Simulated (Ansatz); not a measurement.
# SiPH5 (SMILES [SiH3]P) at 6 levels

We compute a comparison of 6 runs (CAM-B3LYP/STO-3G, HSE06/STO-3G, PBE0/STO-3G, UB3LYP/STO-3G, UPBE/STO-3G, CCSDT(Q)/STO-3G) of SiPH5. 

The calculation is run with Ansatz 0.2.0.

50 further runs of the same task are left out: 50 set aside as unsound or not needed.

## Step 1: The system as given

The species is SiPH5 (7 atoms), meant as a singlet with charge 0. SMILES: `[SiH3]P`. The H4–Si1 distance was set to 2.193 Å, away from the relaxed value. At this shape a bond of the SMILES string is far longer than usual.

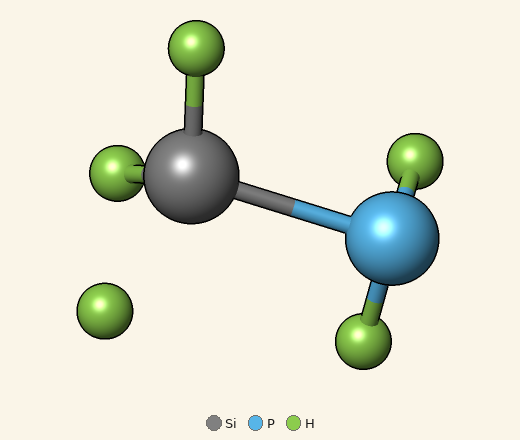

The structure, seen from a chosen angle (silicon grey, phosphorus blue, hydrogen green).

## Step 2: A single-point energy at CAM-B3LYP/STO-3G (run 1)

Input file run.yaml:

```yaml
crystal:
  periodic: [false, false, false]
  atoms:
    - symbol: Si
      position_ang: [-0.811796, 0.229879, -0.001539]
    - symbol: P
      position_ang: [0.890344, 0.582309, 1.402061]
    - symbol: H
      position_ang: [-1.996466, -0.011511, 0.820721]
    - symbol: H
      position_ang: [-0.298920, -1.544330, -1.184630]
    - symbol: H
      position_ang: [-1.061476, 1.360339, -0.899279]
    - symbol: H
      position_ang: [0.493714, 1.851669, 1.781501]
    - symbol: H
      position_ang: [1.758794, 1.080219, 0.447441]
basis:
  gaussian: {orbitals: STO-3G}
hamiltonian: {xc: {name: CAM-B3LYP}}
accuracy: high
```

Launch:

```sh
$ ansatz run run.yaml --threads 1 --pin off --max-ram 2610MiB --events-out events.jsonl --progress --plain --runs-dir runs
```

What it wrote:

```text
Warning: RAYON_NUM_THREADS=1 ignored (pool sized by the plan → 1); use --threads N
Functional definition: CAM-B3LYP
  name "CAM-B3LYP"
  parameter alpha = 0.19
  parameter beta = 0.46
  parameter omega = 0.33/bohr
  parameter ac = 0.81
  exchange = (1 - alpha - beta)*b88_x + beta*b88_x_sr(omega) + alpha*exact_x + beta*exact_x_lr(omega)
  correlation = (1 - ac)*vwn5_c + ac*lyp_c
414 factors; integrals over basis functions are off by at most 1.3e-8 eV
188 factors; integrals over basis functions are off by at most 1.2e-9 eV
mean field evaluation 1: about -17045.1340 eV, gradient 1.7e1 eV
mean field evaluation 2: about -17045.4195 eV, gradient 1.6e1 eV
mean field evaluation 4: about -17046.7847 eV, gradient 2.2e-1 eV
mean field evaluation 8: about -17046.7102 eV, gradient 7.5e-4 eV
mean field evaluation 16: about -17046.7102 eV, gradient 8.8e-8 eV
mean field -17046.71016565 eV, -626.4550439124 hartree, gradient 8.8e-8 eV, S^2 0.000000; 0 other end points of the search recorded, 0 dependent functions left out
reference -17046.71018022 eV, -626.4550444478 hartree; 17, 17 occupied and 6, 6 virtual orbitals, 414 factors
Total energy: -17046.71018022 eV, -626.4550444478 hartree
```

Run time: 1.9 s. Hardware: 1 thread of Arm Neoverse V1, shared host; peak memory 0.1 GiB.

## Step 3: The energy at HSE06/STO-3G (run 2)

Input file run.yaml:

```yaml
crystal:
  periodic: [false, false, false]
  atoms:
    - {symbol: Si, position_ang: [-0.811796, 0.229879, -0.001539]}
    - {symbol: P, position_ang: [0.890344, 0.582309, 1.402061]}
    - {symbol: H, position_ang: [-1.996466, -0.011511, 0.820721]}
    - {symbol: H, position_ang: [-0.298920, -1.544330, -1.184630]}
    - {symbol: H, position_ang: [-1.061476, 1.360339, -0.899279]}
    - {symbol: H, position_ang: [0.493714, 1.851669, 1.781501]}
    - {symbol: H, position_ang: [1.758794, 1.080219, 0.447441]}
basis:
  gaussian: {orbitals: STO-3G}
hamiltonian: {xc: hse06}
accuracy: high
```

Launch:

```sh
$ ansatz run run.yaml --threads 1 --pin off --max-ram 2610MiB --events-out events.jsonl --progress --plain --runs-dir runs
```

What it wrote:

```text
Warning: RAYON_NUM_THREADS=1 ignored (pool sized by the plan → 1); use --threads N
Functional definition: HSE06
  name "HSE06"
  parameter a = 0.25
  parameter omega = 0.11/bohr
  exchange = pbe_x - a*pbe_x_sr(omega) + a*exact_x_sr(omega)
  correlation = pbe_c
414 factors; integrals over basis functions are off by at most 1.3e-8 eV
66 factors; integrals over basis functions are off by at most 1.0e-9 eV
mean field evaluation 1: about -17039.2471 eV, gradient 1.9e1 eV
mean field evaluation 2: about -17036.7246 eV, gradient 2.6e1 eV
mean field evaluation 4: about -17040.9898 eV, gradient 4.5e-1 eV
mean field evaluation 8: about -17040.9225 eV, gradient 6.5e-3 eV
mean field evaluation 16: about -17040.9225 eV, gradient 4.0e-8 eV
mean field -17040.92250643 eV, -626.2423513590 hartree, gradient 2.9e-9 eV, S^2 0.000000; 0 other end points of the search recorded, 0 dependent functions left out
reference -17040.92250847 eV, -626.2423514342 hartree; 17, 17 occupied and 6, 6 virtual orbitals, 414 factors
Total energy: -17040.92250847 eV, -626.2423514342 hartree
```

Run time: 2.2 s. Hardware: 1 thread of Arm Neoverse V1, shared host; peak memory 0.1 GiB.

Runs 3 to 4 aren't shown in full; the table further down has their settings and results.

## Step 4: The energy at UPBE/STO-3G (run 5)

Input file run.yaml:

```yaml
crystal:
  periodic: [false, false, false]
  atoms:
    - symbol: Si
      position_ang: [-0.811796, 0.229879, -0.001539]
    - symbol: P
      position_ang: [0.890344, 0.582309, 1.402061]
    - symbol: H
      position_ang: [-1.996466, -0.011511, 0.820721]
    - symbol: H
      position_ang: [-0.298920, -1.544330, -1.184630]
    - symbol: H
      position_ang: [-1.061476, 1.360339, -0.899279]
    - symbol: H
      position_ang: [0.493714, 1.851669, 1.781501]
    - symbol: H
      position_ang: [1.758794, 1.080219, 0.447441]
basis:
  gaussian:
    orbitals: STO-3G
magnetization:
  spin_polarized: true
  initial_magnetization: 0
hamiltonian:
  xc: pbe
accuracy: high
```

Launch:

```sh
$ ansatz run run.yaml --threads 1 --pin off --max-ram 2610MiB --events-out events.jsonl --progress --plain --runs-dir runs
```

What it wrote:

```text
Warning: RAYON_NUM_THREADS=1 ignored (pool sized by the plan → 1); use --threads N
Functional definition: PBE
  name "PBE"
  parameter kappa = 0.804
  parameter beta = 0.06672455060314922
  exchange = pbe_x(kappa = kappa, mu = beta*pi^2/3)
  correlation = pbe_c(beta = beta)
414 factors; integrals over basis functions are off by at most 1.3e-8 eV
mean field evaluation 1: about -17036.5580 eV, gradient 1.6e1 eV
mean field evaluation 2: about -17030.6735 eV, gradient 2.4e1 eV
mean field evaluation 4: about -17038.9275 eV, gradient 1.4e0 eV
mean field evaluation 8: about -17038.8548 eV, gradient 4.3e-2 eV
mean field evaluation 16: about -17038.8548 eV, gradient 3.1e-7 eV
mean field -17038.85480605 eV, -626.1663647716 hartree, gradient 4.6e-8 eV, S^2 0.000000; 0 other end points of the search recorded, 0 dependent functions left out
reference -17038.85480809 eV, -626.1663648468 hartree; 17, 17 occupied and 6, 6 virtual orbitals, 414 factors
Total energy: -17038.85480809 eV, -626.1663648468 hartree
```

Run time: 2.7 s. Hardware: 1 thread of Arm Neoverse V1, shared host; peak memory 0.14 GiB.

## Step 5: The energy at CCSDT(Q)/STO-3G (run 6)

Input file run.yaml:

```yaml
crystal:
  periodic: [false, false, false]
  atoms:
    - {symbol: Si, position_ang: [-0.811796, 0.229879, -0.001539]}
    - {symbol: P, position_ang: [0.890344, 0.582309, 1.402061]}
    - {symbol: H, position_ang: [-1.996466, -0.011511, 0.820721]}
    - {symbol: H, position_ang: [-0.298920, -1.544330, -1.184630]}
    - {symbol: H, position_ang: [-1.061476, 1.360339, -0.899279]}
    - {symbol: H, position_ang: [0.493714, 1.851669, 1.781501]}
    - {symbol: H, position_ang: [1.758794, 1.080219, 0.447441]}
basis:
  gaussian:
    orbitals: STO-3G
correlation:
  method: ccsdt_q
  frozen_orbitals: {H: 0, P: 5, Si: 5}
accuracy: high
scf:
  omitted_lower_state_checks: [cluster_reference, increment]
```

Launch:

```sh
$ ansatz run run.yaml --threads 1 --pin off --max-ram 2610MiB --events-out events.jsonl --progress --plain --runs-dir runs
```

What it wrote:

```text
Warning: RAYON_NUM_THREADS=1 ignored (pool sized by the plan → 1); use --threads N
[... 11 lines left out ...]
10 core orbitals not correlated: weight in the atoms' cores, before any rotation towards them, 1.000 or more for the frozen orbitals, at most 0.000 for the correlated occupied ones
[... 27 lines left out ...]
Total energy: -17018.86160151 eV, -625.4316280569 hartree
Checks for a lower state left out: cluster_reference, increment
```

It took 0.44 s on 1 thread of Arm Neoverse V1, shared host.

## Step 6: All runs side by side

```tsv
run	level	frozen core orbitals	energy (Eh)	wall time
1	CAM-B3LYP/STO-3G	–	-626.455044	1.9 s
2	HSE06/STO-3G	–	-626.242351	2.2 s
3	PBE0/STO-3G	–	-626.255889	1.6 s
4	UB3LYP/STO-3G	–	-626.518997	2.7 s
5	UPBE/STO-3G	–	-626.166365	2.7 s
6	CCSDT(Q)/STO-3G	10	-625.431628	0.44 s
```

## Step 7: Results

| quantity | value |
| --- | --- |
| run 6: total energy | -625.43163 Eh |
| run 6: correlation energy (10 core orbitals frozen) | -151.8 mEh |
| run 6: T1 diagnostic | 0.010 |

What this shows: Totals of different functionals can't be ranked against each other. In run 6 the log says that unrestricted orbitals would lower the reference, so the values rest on an unstable closed-shell determinant (other closed-shell runs at this shape may share the fault). In runs 1, 2, 3, 4, 5, 6 the basis is minimal, so the values are rough. All runs together took 11 s, the longest 2.7 s.
